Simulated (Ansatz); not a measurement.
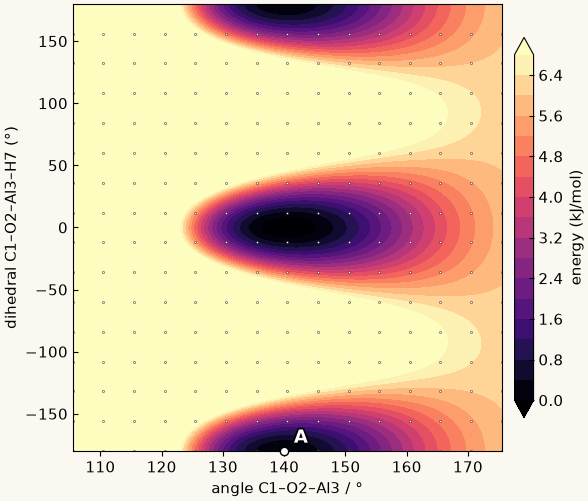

CH5AlO, SMILES C[O][AlH2]. First axis: angle C1–O2–Al3. Second axis: dihedral C1–O2–Al3–H7. Nothing is relaxed (all other coordinates rigid). The scan uses a 15 × 15 grid. Points are written as (first, second). Energies are in kJ/mol, from the lowest grid point. Computed with Ansatz, RHF/def2-TZVP.

Drawn: filled contours, dots at the grid points, one colour for all values above the top of the scale, the well A. Between grid points the surface is interpolated.

Estimate the position of the minimum and the force constants in these coordinates. Take the well at A.

The interpolated minimum is at angle C1–O2–Al3 ≈ 140.0°, dihedral C1–O2–Al3–H7 ≈ −180°. The curvatures there are about 1 eV/rad² and 0.3 eV/rad², with a cross term of about 0 eV/rad². Round the minimum the two coordinates are nearly uncoupled. (1 eV is 96.5 kJ/mol.)
